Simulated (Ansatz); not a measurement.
```yaml
atoms:
  - { symbol: As, position_ang: [-0.8865, 2.4356, 0.1907] }
  - { symbol: C, position_ang: [0.2259, 0.7507, 0.1701] }
  - { symbol: O, position_ang: [-0.6814, -0.3174, 0.0976] }
  - { symbol: Sn, position_ang: [0.0078, -2.2255, 0.1189] }
  - { symbol: H, position_ang: [0.3259, 3.3709, -0.0284] }
  - { symbol: H, position_ang: [-1.1704, 2.3968, -1.3243] }
  - { symbol: H, position_ang: [0.9424, 0.7901, -0.6849] }
  - { symbol: H, position_ang: [0.8283, 0.7676, 1.1130] }
  - { symbol: H, position_ang: [1.0331, -2.4288, -1.2624] }
  - { symbol: H, position_ang: [0.8837, -2.4526, 1.5961] }
  - { symbol: H, position_ang: [-1.4434, -3.1444, 0.0343] }
```

Core potentials replace the inner electrons of Sn.

Method: Ansatz, RKS PBE/def2-SVP.

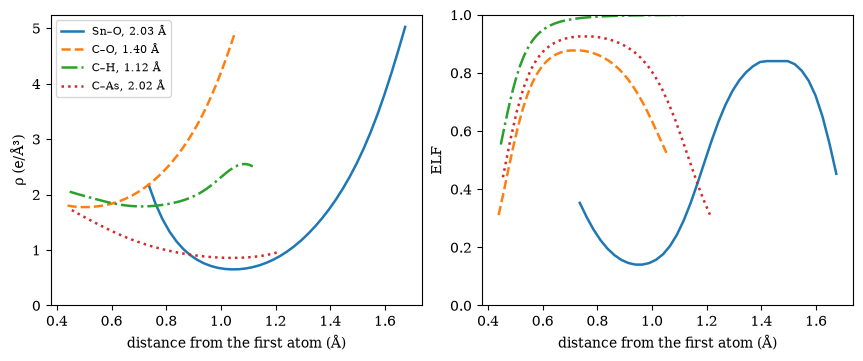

CH7AsOSn (SMILES [AsH2]C[O][SnH3]). Electron density and electron localisation function along straight lines between neighbouring atoms. The curves leave out the atomic cores.

Compare the contacts.

Sn–O (2.03 Å): ρ is about 0.66 e/Å³ halfway; the ELF peaks at about 0.85 in the valence shell of O, 0.6 Å from its nucleus, and drops to about 0.15 between the two atoms.
C–O (1.40 Å): ρ at the midpoint is about 2.1 e/Å³, with its minimum of 1.8 e/Å³ about 0.5 Å from C; the ELF peaks at about 0.90 between the atoms, as expected for a shared but strongly polarised pair.
C–H (1.12 Å): ρ at the midpoint is about 1.9 e/Å³; the ELF climbs to about 1 towards the hydrogen, as it does in any bond to H: an ordinary covalent bond to hydrogen.
C–As (2.02 Å): ρ at the midpoint is about 0.86 e/Å³; the ELF peaks at about 0.95 between the atoms: a shared electron pair.
